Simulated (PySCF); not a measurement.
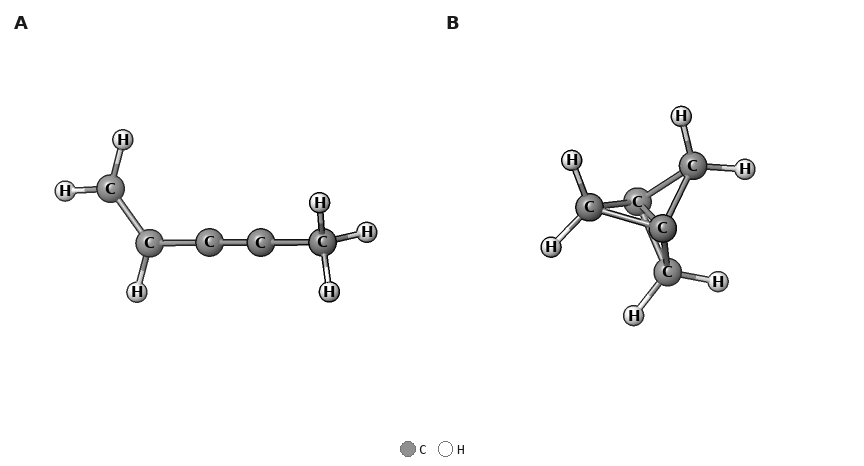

2 stationary structures of one formula. Geometries: GFN2-xTB. Electronic energies: PBE0/pcSseg-1 (PySCF 2.14.0), without zero-point energy. No frequency run is at hand to confirm each as a minimum.

Are they conformers, stereoisomers or constitutional isomers?

Answer. They are constitutional isomers of C5H6: A `C=CC#CC`, B `C1C23CC12C3`.

Which structure is the most stable?

Answer. A is lowest; B lies 95.4 kJ/mol above it.
